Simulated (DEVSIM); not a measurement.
Device: TaN/Al2O3/n-Si capacitor, at 400 K.

```csv
layer (left to right),material,thickness (nm),Nd (cm⁻³)
1,Al2O3,3.90,-
2,Si,570,1e18
```

Metal gate on the left, work function 4.4 eV. Fixed charge at the semiconductor interface -1.4e11 cm⁻² (in units of +e); no interface traps.

Constants are typed, rounded textbook-type inputs, not results; the design itself was drawn at random and stands for no fabricated device. Values at 300 K; Nc and Nv go as T^1.5, mobilities as T to minus their exponent, the gap by Varshni's rule with the affinity fixed.

```csv
parameter,Al2O3,Si
gap (eV),6.8,1.124
affinity (eV),1.35,4.05
permittivity,9,11.7
Nc (cm⁻³),-,2.86e19
Nv (cm⁻³),-,3.1e19
Varshni α (eV/K),-,0.000473
Varshni β (K),-,636
```

Model (solved in DEVSIM): 1D Poisson equation in equilibrium, Boltzmann statistics, complete ionisation; no quantum confinement or tunnelling. Metal contacts follow the ideal Schottky-Mott rule: no Fermi-level pinning, no interface dipoles.

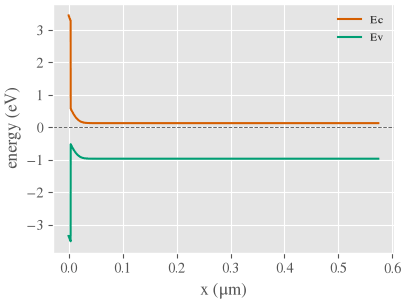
Figure: Band edges at -0.4 V on the gate

Energies count from the Fermi level of the right contact; mesh points crowd at the junctions.

| x (μm) | Ec (eV) | Ev (eV) | n (cm⁻³) | p (cm⁻³) | field (V/cm) |
|---|---|---|---|---|---|
| 0.000 | 3.450 | -3.350 | < 1e2 | < 1e2 | -440000 |
| 0.0008072 | 3.415 | -3.385 | < 1e2 | < 1e2 | -440000 |
| 0.001767 | 3.373 | -3.427 | < 1e2 | < 1e2 | -440000 |
| 0.002841 | 3.326 | -3.474 | < 1e2 | < 1e2 | -440000 |
| 0.003900 | 0.579 | -0.517 | 2.2e12 | 1.5e13 | -370000 |
| 0.004874 | 0.545 | -0.551 | 5.9e12 | 5.4e12 | -340000 |
| 0.006532 | 0.491 | -0.606 | 2.9e13 | 1.1e12 | -320000 |
| 0.01127 | 0.357 | -0.739 | 1.4e15 | 2.3e10 | -240000 |
| 0.01789 | 0.229 | -0.867 | 5.7e16 | 5.7e8 | -140000 |
| 0.03057 | 0.141 | -0.956 | 7.4e17 | 4.3e7 | -21000 |
| 0.05214 | 0.131 | -0.966 | 1.0e18 | 3.2e7 | -240 |
| 0.1138 | 0.130 | -0.966 | 1.0e18 | 3.2e7 | ≈ 0 |
| 0.2000 | 0.130 | -0.966 | 1.0e18 | 3.2e7 | ≈ 0 |
| 0.3414 | 0.130 | -0.966 | 1.0e18 | 3.2e7 | ≈ 0 |
| 0.4676 | 0.130 | -0.966 | 1.0e18 | 3.2e7 | ≈ 0 |
| 0.5165 | 0.130 | -0.966 | 1.0e18 | 3.2e7 | ≈ 0 |
| 0.5421 | 0.130 | -0.966 | 1.0e18 | 3.2e7 | ≈ 0 |
| 0.5571 | 0.130 | -0.966 | 1.0e18 | 3.2e7 | ≈ 0 |
| 0.5668 | 0.130 | -0.966 | 1.0e18 | 3.2e7 | ≈ 0 |
| 0.5706 | 0.130 | -0.966 | 1.0e18 | 3.2e7 | ≈ 0 |
| 0.5726 | 0.130 | -0.966 | 1.0e18 | 3.2e7 | ≈ 0 |
| 0.5739 | 0.130 | -0.966 | 1.0e18 | 3.2e7 | ≈ 0 |
